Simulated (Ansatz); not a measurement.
# Fields on a plane of PdF4 (space group Fdd2)

```
CELL_PARAMETERS angstrom
      0.00000     4.65511     2.97328
      4.60831     0.00000     2.97328
      4.60831     4.65511     0.00000
ATOMIC_POSITIONS crystal
  Pd 0.73817 0.73817 0.26183
  Pd 0.98817 0.98817 0.51183
  F  0.57075 0.97976 0.73409
  F  0.97976 0.57075 0.71540
  F  0.53460 0.51591 0.27024
  F  0.51591 0.53460 0.67925
  F  0.98495 0.00336 0.20873
  F  0.00336 0.98495 0.80297
  F  0.44703 0.04127 0.24664
  F  0.04127 0.44703 0.26505
```

The slice is a (-1 0 1) plane (indices of the conventional cell) through the point (0.447, 0.041, 0.247) (fractional), spanned by u = [1 0 -1] and v = [1 -1 1] in vectors of this cell: u (5.48 Å) and v (9.31 Å, at 90° to u). It covers one period; positions are fractions (u, v).

Atoms on it: F at (0.02, 0.50), 0.2 Å off the plane; F at (0.52, 0.56), 0.2 Å off the plane; F at (0.50, 0.06); F at (0.00, 0.00). Other atoms lie within 1 Å of the plane.

These are PBEsol (plane waves to 420 eV, PAW, scalar-relativistic; Ansatz, an electronic-structure program) values and carry that method's errors. k mesh 8×8×8. These are valence fields of a PAW run, semicore shells included where kept as valence: close to a nucleus they are smooth pseudo fields. PdF4 is run without spin polarisation and with no Hubbard U. PdF4 was relaxed with its symmetry unable to fall.

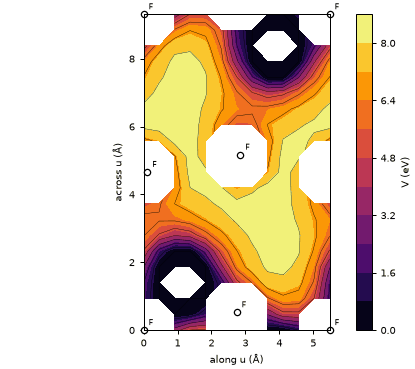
Figure. Electrostatic potential energy of an electron, from the cell's mean, in eV, one period of the plane, atoms marked. Points within 0.8 Å of a nucleus are left white, as the pseudised field means little there. Values under 0 eV are set to 0. The zero, the cell's mean, hangs on the PAW cores.

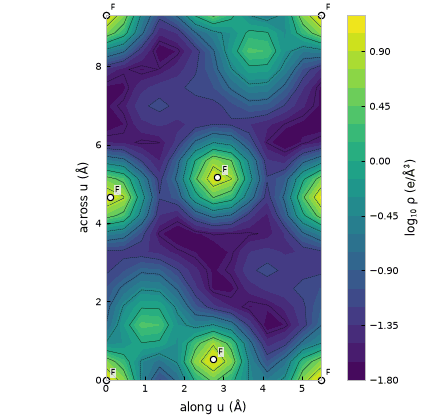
Fig. 1. Log₁₀ of the valence density in e/Å³, one period of the plane, atoms marked. The scale is logarithmic, as a density can span decades between atoms and voids.
